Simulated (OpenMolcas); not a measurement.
SiH3S (SMILES [SiH3][S]): methods side by side

The species is SiH3S (5 atoms), meant as a doublet with charge 0. SMILES: `[SiH3][S]`. Geometry: relaxed at GFN2-xTB.

```xyz
5

Si   -0.1678    0.0292   -0.0230
S     1.8965   -0.3401    0.2805
H    -0.8846   -0.6644    1.0382
H    -0.4973   -0.4981   -1.3401
H    -0.3469    1.4735    0.0444
```

Quantity: the energy change with the Si1–H3 bond stretched from 1.456 to 1.820 Å, in eV. The values are calculated.

| level | kind | program | value (eV) | less FCI/STO-3G | CPU time (all runs) |
| --- | --- | --- | --- | --- | --- |
| ROHF/STO-3G | Hartree–Fock | OpenMolcas | 1.47 | +0.41 | 4.6 s |
| USVWN5/STO-3G | LDA | OpenMolcas | 1.05 | -0.01 | 21 s |
| UPBE/STO-3G | GGA | OpenMolcas | 0.96 | -0.10 | 19 s |
| U-r2SCAN/STO-3G | meta-GGA | OpenMolcas | 1.06 | 0.00 | 25 s |
| UM06-2X/STO-3G | hybrid meta-GGA | OpenMolcas | 1.21 | +0.15 | 50 s |
| CASSCF(3,3)/STO-3G | multireference | OpenMolcas | 1.03 | -0.03 | 4.3 s |
| ROCCSD(T)/STO-3G | coupled cluster or CI | OpenMolcas | 1.09 | +0.03 | 7.7 s |
| FCI/STO-3G | exact in the basis | OpenMolcas | 1.06 | 0.00 | 29 s |

FCI/STO-3G is exact within its basis and frozen core, so for wave-function methods in that basis the difference is their error; functionals converge differently with the basis, so for them it is only a difference. The first shape isn't each level's own minimum. The values span 0.96 to 1.47 eV. All rows use very small basis sets, so even the best lies far from the true value. Times are those of the runs behind each value, whatever else they computed, on shared processors of several kinds: orders of magnitude only.

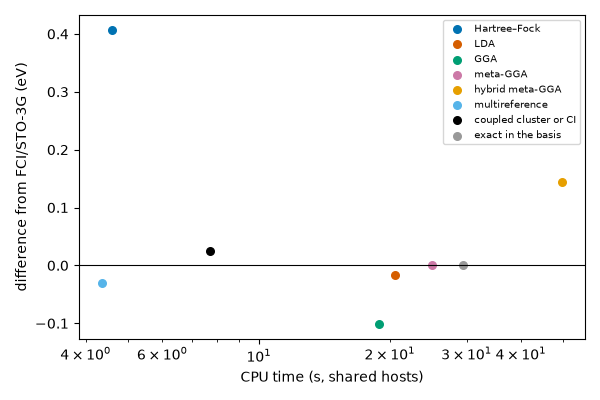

Difference from FCI/STO-3G against processor time, one point a level.
